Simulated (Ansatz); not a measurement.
# AlH3ClF: molecular dynamics (part 4 of 4)

AlH3ClF; RKS PBE-D4/def2-SVPD (Ansatz 0.2.0). It belongs to a series of runs on one base structure; here: dynamics from the highest image of the converged band.

Geometry of the input (Å):
```
Al -0.4538  0.3437  -0.4071
F  -0.5739  -0.6907  1.1092
H  -0.9295  -0.4537  -1.6900
H  -0.6041  1.8860  -0.0785
H  0.7251  -0.7662  0.9625
Cl 1.8362  -0.3191  0.1037
```

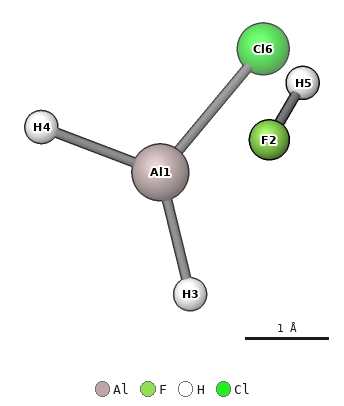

*The geometry at step 161 of the log (ball-and-stick view, seen at a tilt; atoms are numbered from 1 in the order of the input).*

Trajectory as extended XYZ, continued:
```
6
Properties=species:S:1:pos:R:3:forces:R:3 step=121 time_fs=60.5 energy=-21867.95463 temperature=436.9
Al   -0.2793    0.3756   -0.4838   -0.1024  -0.1148   0.0921
F    -0.6797   -0.8203    1.3052   -0.4617   0.2567  -0.1778
H    -1.0861   -0.5712   -1.4939    0.1511   0.1829   0.0848
H    -0.5075    1.9158   -0.1387   -0.0871  -0.1574  -0.0056
H     0.2462   -1.0678    1.2732    0.5111  -0.0671   0.0875
Cl    1.7755   -0.2629    0.0444   -0.0110  -0.1003  -0.0810
6
Properties=species:S:1:pos:R:3:forces:R:3 step=124 time_fs=62.0 energy=-21867.87149 temperature=280.2
Al   -0.2749    0.3745   -0.4848    0.2302   0.1001   0.2573
F    -0.6842   -0.8253    1.3112   -2.8301   0.8804  -0.1164
H    -1.0655   -0.5411   -1.4755   -0.1253  -0.1419  -0.2214
H    -0.4836    1.9064   -0.1533   -0.1417   0.0168   0.0577
H     0.1962   -1.0536    1.2886    2.8578  -0.7670   0.1205
Cl    1.7747   -0.2603    0.0413    0.0091  -0.0884  -0.0977
6
Properties=species:S:1:pos:R:3:forces:R:3 step=127 time_fs=63.5 energy=-21867.88156 temperature=297.8
Al   -0.2703    0.3734   -0.4855    0.4436   0.2427   0.5182
F    -0.6917   -0.8294    1.3171   -2.0943   0.6954  -0.1729
H    -1.0476   -0.5141   -1.4618   -0.3814  -0.4462  -0.5306
H    -0.4627    1.8974   -0.1667   -0.1763   0.1900   0.1097
H     0.2021   -1.0544    1.3065    2.1466  -0.5479   0.1263
Cl    1.7740   -0.2578    0.0382    0.0618  -0.1339  -0.0507
6
Properties=species:S:1:pos:R:3:forces:R:3 step=130 time_fs=65.0 energy=-21867.90678 temperature=345.3
Al   -0.2654    0.3725   -0.4859    0.4409   0.2546   0.7201
F    -0.7014   -0.8327    1.3227    0.5395   0.0668  -0.2178
H    -1.0377   -0.4963   -1.4593   -0.5050  -0.5999  -0.6973
H    -0.4456    1.8923   -0.1777   -0.1882   0.3044   0.1393
H     0.2513   -1.0660    1.3269   -0.4253   0.1965   0.0075
Cl    1.7732   -0.2553    0.0351    0.1380  -0.2224   0.0481
6
Properties=species:S:1:pos:R:3:forces:R:3 step=133 time_fs=66.5 energy=-21867.84188 temperature=222.4
Al   -0.2602    0.3718   -0.4856    0.2335   0.1507   0.6875
F    -0.7106   -0.8359    1.3282    2.0163  -0.2436  -0.2117
H    -1.0384   -0.4912   -1.4715   -0.4323  -0.5289  -0.6144
H    -0.4325    1.8937   -0.1858   -0.1866   0.3153   0.1456
H     0.2934   -1.0741    1.3474   -1.8404   0.6125  -0.1542
Cl    1.7726   -0.2530    0.0321    0.2093  -0.3059   0.1472
6
Properties=species:S:1:pos:R:3:forces:R:3 step=136 time_fs=68.0 energy=-21867.83409 temperature=207.6
Al   -0.2547    0.3712   -0.4849   -0.0705   0.0191   0.4012
F    -0.7176   -0.8393    1.3334    2.2828  -0.2573  -0.1969
H    -1.0481   -0.4971   -1.4965   -0.2093  -0.2857  -0.3186
H    -0.4234    1.9016   -0.1908   -0.1816   0.2169   0.1346
H     0.2978   -1.0696    1.3648   -2.0833   0.6461  -0.2104
Cl    1.7721   -0.2509    0.0291    0.2619  -0.3391   0.1901
6
Properties=species:S:1:pos:R:3:forces:R:3 step=139 time_fs=69.5 energy=-21867.90302 temperature=338.7
Al   -0.2493    0.3706   -0.4838   -0.3445  -0.0465  -0.0161
F    -0.7221   -0.8431    1.3383    1.4314  -0.0327  -0.2080
H    -1.0622   -0.5091   -1.5282    0.0519   0.0022   0.0509
H    -0.4182    1.9141   -0.1929   -0.1779   0.0458   0.1153
H     0.2590   -1.0516    1.3779   -1.2521   0.3478  -0.1091
Cl    1.7718   -0.2490    0.0262    0.2912  -0.3166   0.1670
6
Properties=species:S:1:pos:R:3:forces:R:3 step=142 time_fs=71.0 energy=-21867.89913 temperature=329.6
Al   -0.2442    0.3700   -0.4828   -0.5386  -0.0272  -0.4096
F    -0.7251   -0.8468    1.3430   -0.9481   0.4666  -0.3082
H    -1.0754   -0.5212   -1.5590    0.2641   0.2350   0.3667
H    -0.4169    1.9276   -0.1926   -0.1729  -0.1404   0.0952
H     0.1957   -1.0267    1.3889    1.0920  -0.2590   0.1338
Cl    1.7716   -0.2473    0.0234    0.3034  -0.2750   0.1221
6
Properties=species:S:1:pos:R:3:forces:R:3 step=145 time_fs=72.5 energy=-21867.79304 temperature=130.0
Al   -0.2395    0.3694   -0.4820   -0.6930   0.0208  -0.6478
F    -0.7291   -0.8500    1.3474   -3.0939   0.8468  -0.4584
H    -1.0829   -0.5284   -1.5820    0.3956   0.3737   0.5627
H    -0.4193    1.9381   -0.1901   -0.1595  -0.2892   0.0770
H     0.1561   -1.0072    1.4027    3.2275  -0.6920   0.3531
Cl    1.7716   -0.2458    0.0207    0.3232  -0.2600   0.1134
6
Properties=species:S:1:pos:R:3:forces:R:3 step=148 time_fs=74.0 energy=-21867.85100 temperature=237.3
Al   -0.2354    0.3688   -0.4818   -0.8451   0.0445  -0.6715
F    -0.7364   -0.8524    1.3512   -1.3331   0.5324  -0.3794
H    -1.0821   -0.5277   -1.5932    0.4430   0.4135   0.6205
H    -0.4251    1.9425   -0.1860   -0.1357  -0.3672   0.0625
H     0.1788   -1.0011    1.4235    1.4964  -0.3363   0.2066
Cl    1.7719   -0.2444    0.0181    0.3747  -0.2869   0.1613
6
Properties=species:S:1:pos:R:3:forces:R:3 step=152 time_fs=76.0 energy=-21867.84070 temperature=219.2
Al   -0.2309    0.3681   -0.4823   -0.9496   0.0652  -0.4566
F    -0.7477   -0.8546    1.3557    1.8735   0.0640  -0.1071
H    -1.0665   -0.5132   -1.5878    0.3660   0.3109   0.4902
H    -0.4373    1.9363   -0.1785   -0.1038  -0.3400   0.0606
H     0.2477   -1.0022    1.4564   -1.6399   0.2509  -0.2587
Cl    1.7725   -0.2428    0.0147    0.4539  -0.3511   0.2716
6
Properties=species:S:1:pos:R:3:forces:R:3 step=155 time_fs=77.5 energy=-21867.80305 temperature=147.8
Al   -0.2285    0.3676   -0.4831   -0.8433   0.1313  -0.2139
F    -0.7542   -0.8561    1.3590    2.5408  -0.0025  -0.0150
H    -1.0456   -0.4945   -1.5713    0.1935   0.1152   0.2489
H    -0.4491    1.9230   -0.1713   -0.0957  -0.2281   0.0810
H     0.2663   -0.9983    1.4758   -2.2806   0.3526  -0.4172
Cl    1.7734   -0.2419    0.0124    0.4852  -0.3684   0.3161
6
Properties=species:S:1:pos:R:3:forces:R:3 step=158 time_fs=79.0 energy=-21867.85800 temperature=252.4
Al   -0.2267    0.3672   -0.4841   -0.5582   0.2600   0.0437
F    -0.7579   -0.8576    1.3621    1.9620   0.0898  -0.0517
H    -1.0206   -0.4734   -1.5496   -0.0618  -0.1623  -0.0867
H    -0.4630    1.9050   -0.1623   -0.1062  -0.0634   0.1197
H     0.2375   -0.9871    1.4866   -1.7178   0.2141  -0.3183
Cl    1.7745   -0.2412    0.0103    0.4820  -0.3382   0.2933
6
Properties=species:S:1:pos:R:3:forces:R:3 step=161 time_fs=80.5 energy=-21867.88942 temperature=310.3
Al   -0.2254    0.3670   -0.4850   -0.1960   0.4078   0.2716
F    -0.7595   -0.8590    1.3652   -0.2360   0.3613  -0.3150
H    -0.9969   -0.4558   -1.5298   -0.3323  -0.4518  -0.4356
H    -0.4792    1.8856   -0.1507   -0.1277   0.1119   0.1656
H     0.1744   -0.9717    1.4910    0.4407  -0.1476   0.0799
Cl    1.7759   -0.2407    0.0083    0.4513  -0.2816   0.2335
6
Properties=species:S:1:pos:R:3:forces:R:3 step=164 time_fs=82.0 energy=-21867.78387 temperature=111.8
Al   -0.2242    0.3672   -0.4858    0.0451   0.4710   0.4132
F    -0.7614   -0.8600    1.3680   -3.0153   0.6655  -0.7194
H    -0.9803   -0.4478   -1.5191   -0.4999  -0.6317  -0.6595
H    -0.4982    1.8685   -0.1356   -0.1423   0.2444   0.1981
H     0.1224   -0.9595    1.4974    3.1947  -0.5126   0.5734
Cl    1.7776   -0.2404    0.0065    0.4178  -0.2366   0.1943
6
Properties=species:S:1:pos:R:3:forces:R:3 step=167 time_fs=83.5 energy=-21867.83449 temperature=206.2
Al   -0.2230    0.3677   -0.4862    0.0041   0.3668   0.4221
F    -0.7664   -0.8603    1.3699   -1.9349   0.5318  -0.5886
H    -0.9741   -0.4531   -1.5223   -0.4706  -0.6001  -0.6433
H    -0.5202    1.8566   -0.1163   -0.1324   0.2881   0.1965
H     0.1320   -0.9575    1.5150    2.1236  -0.3644   0.4094
Cl    1.7795   -0.2402    0.0048    0.4102  -0.2222   0.2039
6
Properties=species:S:1:pos:R:3:forces:R:3 step=170 time_fs=85.0 energy=-21867.89166 temperature=315.6
Al   -0.2218    0.3685   -0.4863   -0.2814   0.1399   0.2931
F    -0.7734   -0.8600    1.3712    1.0546   0.2093  -0.0949
H    -0.9777   -0.4709   -1.5389   -0.2649  -0.3699  -0.3984
H    -0.5449    1.8507   -0.0928   -0.0941   0.2272   0.1553
H     0.1845   -0.9629    1.5406   -0.8306   0.0233  -0.2052
Cl    1.7817   -0.2401    0.0032    0.4165  -0.2298   0.2501
6
Properties=species:S:1:pos:R:3:forces:R:3 step=173 time_fs=86.5 energy=-21867.82985 temperature=199.2
Al   -0.2209    0.3694   -0.4861   -0.6235  -0.0813   0.0779
F    -0.7794   -0.8594    1.3724    2.4855   0.0529   0.1801
H    -0.9870   -0.4966   -1.5640    0.0034  -0.0558  -0.0517
H    -0.5717    1.8495   -0.0659   -0.0383   0.0848   0.0865
H     0.2219   -0.9681    1.5623   -2.2323   0.2288  -0.5780
Cl    1.7841   -0.2402    0.0018    0.4052  -0.2294   0.2852
6
Properties=species:S:1:pos:R:3:forces:R:3 step=176 time_fs=88.0 energy=-21867.83037 temperature=200.2
Al   -0.2204    0.3703   -0.4859   -0.8596  -0.2108  -0.1512
F    -0.7827   -0.8587    1.3738    2.4319   0.0445   0.1928
H    -0.9963   -0.5235   -1.5902    0.2286   0.2269   0.2651
H    -0.5993    1.8501   -0.0373    0.0197  -0.0884   0.0094
H     0.2134   -0.9687    1.5721   -2.1817   0.2235  -0.5826
Cl    1.7868   -0.2405    0.0006    0.3612  -0.1956   0.2666
6
Properties=species:S:1:pos:R:3:forces:R:3 step=179 time_fs=89.5 energy=-21867.89029 temperature=312.7
Al   -0.2206    0.3709   -0.4858   -0.9381  -0.2449  -0.3354
F    -0.7833   -0.8580    1.3753    0.8132   0.2022  -0.1142
H    -1.0007   -0.5457   -1.6109    0.3641   0.4187   0.4805
H    -0.6265    1.8489   -0.0084    0.0691  -0.2398  -0.0595
H     0.1604   -0.9649    1.5700   -0.5950  -0.0031  -0.1729
Cl    1.7897   -0.2408   -0.0005    0.2868  -0.1330   0.2015
6
Properties=species:S:1:pos:R:3:forces:R:3 step=182 time_fs=91.0 energy=-21867.82462 temperature=187.9
Al   -0.2216    0.3714   -0.4860   -0.9019  -0.2327  -0.4132
F    -0.7832   -0.8570    1.3767   -2.3175   0.5504  -0.7701
H    -0.9975   -0.5591   -1.6215    0.4078   0.5053   0.5697
H    -0.6523    1.8426    0.0192    0.1059  -0.3302  -0.1114
H     0.0975   -0.9615    1.5649    2.5034  -0.4212   0.5857
Cl    1.7928   -0.2413   -0.0014    0.2024  -0.0716   0.1392
6
Properties=species:S:1:pos:R:3:forces:R:3 step=185 time_fs=92.5 energy=-21867.80528 temperature=152.3
Al   -0.2233    0.3718   -0.4865   -0.8207  -0.2282  -0.3212
F    -0.7854   -0.8555    1.3773   -2.8591   0.6227  -0.9079
H    -0.9856   -0.5617   -1.6200    0.3704   0.4879   0.5233
H    -0.6757    1.8293    0.0444    0.1305  -0.3371  -0.1441
H     0.0842   -0.9667    1.5713    3.0381  -0.5088   0.7315
Cl    1.7960   -0.2417   -0.0023    0.1408  -0.0365   0.1184
6
Properties=species:S:1:pos:R:3:forces:R:3 step=188 time_fs=94.0 energy=-21867.90422 temperature=338.7
Al   -0.2256    0.3719   -0.4873   -0.7012  -0.2346  -0.0591
F    -0.7906   -0.8532    1.3769    0.2206   0.2085  -0.2146
H    -0.9659   -0.5540   -1.6074    0.2565   0.3651   0.3395
H    -0.6964    1.8089    0.0666    0.1385  -0.2569  -0.1534
H     0.1297   -0.9818    1.5919   -0.0215  -0.0529  -0.0527
Cl    1.7993   -0.2423   -0.0031    0.1071  -0.0293   0.1404
6
Properties=species:S:1:pos:R:3:forces:R:3 step=191 time_fs=95.5 energy=-21867.84909 temperature=235.8
Al   -0.2286    0.3718   -0.4880   -0.4870  -0.2066   0.2953
F    -0.7957   -0.8507    1.3762    2.2502  -0.1177   0.2775
H    -0.9408   -0.5386   -1.5877    0.0684   0.1397   0.0339
H    -0.7142    1.7831    0.0855    0.1220  -0.1066  -0.1322
H     0.1772   -0.9982    1.6117   -2.0260   0.3201  -0.6472
Cl    1.8027   -0.2428   -0.0038    0.0723  -0.0289   0.1726
6
Properties=species:S:1:pos:R:3:forces:R:3 step=194 time_fs=97.0 energy=-21867.81341 temperature=167.8
Al   -0.2319    0.3716   -0.4886   -0.1574  -0.1226   0.6424
F    -0.7983   -0.8484    1.3759    2.5707  -0.2157   0.3715
H    -0.9143   -0.5203   -1.5674   -0.1666  -0.1523  -0.3396
H    -0.7293    1.7550    0.1017    0.0793   0.0804  -0.0811
H     0.1836   -1.0083    1.6183   -2.3424   0.4179  -0.7638
Cl    1.8061   -0.2433   -0.0044    0.0164  -0.0076   0.1706
6
Properties=species:S:1:pos:R:3:forces:R:3 step=197 time_fs=98.5 energy=-21867.86943 temperature=273.2
Al   -0.2353    0.3713   -0.4886    0.2095  -0.0297   0.8739
F    -0.7981   -0.8462    1.3759    1.3527  -0.0592   0.0834
H    -0.8913   -0.5052   -1.5544   -0.3753  -0.4142  -0.6632
H    -0.7428    1.7287    0.1161    0.0223   0.2575  -0.0163
H     0.1420   -1.0097    1.6093   -1.1465   0.2052  -0.4026
Cl    1.8095   -0.2439   -0.0049   -0.0626   0.0403   0.1249
6
Properties=species:S:1:pos:R:3:forces:R:3 step=200 time_fs=100.0 energy=-21867.84072 temperature=217.3
Al   -0.2385    0.3709   -0.4880    0.4581  -0.0246   0.9027
F    -0.7965   -0.8441    1.3759   -1.6363   0.4570  -0.6513
H    -0.8762   -0.4988   -1.5553   -0.4611  -0.5162  -0.7865
H    -0.7558    1.7078    0.1301   -0.0242   0.3748   0.0330
H     0.0788   -1.0075    1.5924    1.8146  -0.3836   0.4318
Cl    1.8129   -0.2444   -0.0053   -0.1511   0.0926   0.0704
```

Key numbers:

- outcome: finished
- mean temperature over the second half: 266 K
- trajectory: 200 steps, 100 fs
- ensemble: nve
- temperature in the input: 300.0 K
- time step: 0.5 fs
- potential energy (last step): −21867.8408 eV
- mean-field energy (last step): −21867.7500 eV
- largest force (length of the vector) (last step): 1.904 eV/Å
- wall time: 3.7 min (CPU time 7.1 min)
- peak memory: 0.16 GiB

So short a trajectory is not equilibrated.
